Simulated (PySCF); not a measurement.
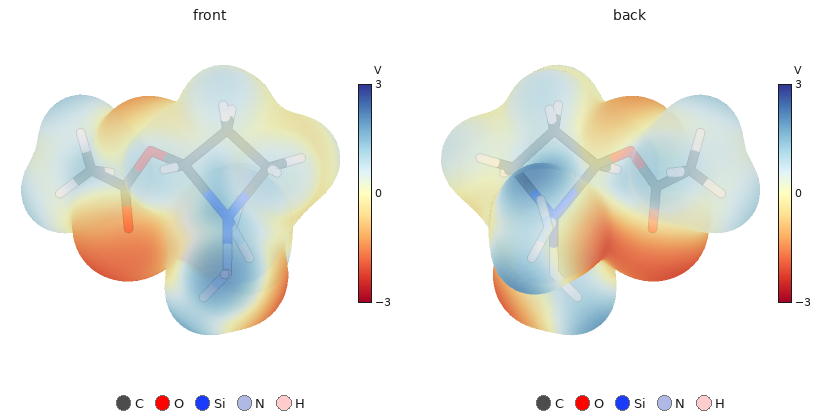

C5H12N2O2Si. The molecular electrostatic potential painted on the density surface at 0.004 e/bohr³, seen from the front and from behind; red is negative and blue positive.

Geometry: GFN2-xTB.

Theory: PBE0/pcSseg-1, SCF density, gas phase, non-relativistic in PySCF 2.14.0.

Input file:

```
{"job": {"kind": "nmr", "xc": "PBE0", "basis": "pcSseg-1"}, "charge": 0, "multiplicity": 1}
C      3.108060    -1.076038    -0.656672
C      1.927876    -0.161160    -0.447400
O      1.538730     0.650077    -1.254793
O      1.354228    -0.355729     0.729152
C      0.197083     0.451631     0.957545
C     -0.782958    -0.128267     1.980632
C     -2.105269     0.203170     1.261712
Si    -1.170792     0.464540    -0.400126
N     -1.600751     1.811585    -1.379779
N     -1.062499    -0.895054    -1.450366
H      2.751931    -1.990689    -1.126956
H      3.827191    -0.602657    -1.318279
H      3.564961    -1.325268     0.296171
H      0.543909     1.448080     1.248893
H     -0.633899    -1.204780     2.050246
H     -0.689899     0.298228     2.978358
H     -2.844397    -0.591153     1.324518
H     -2.561838     1.101358     1.670188
H     -1.710669     2.700215    -0.918615
H     -1.029949     1.931635    -2.201742
H     -1.622045    -0.890502    -2.285678
H     -1.009415    -1.819836    -1.057857
```

Launched as:

```sh
OMP_NUM_THREADS=1 python probes_run.py task.json out
```

Q: Describe the electrostatic potential map.

A: The most negative region (about −2.0 V) lies over O3 and N10, the most positive (about +2.1 V) over H19 and H22.

Q: What dipole moment does the calculation give?

A: Its dipole moment is 0.83 D.
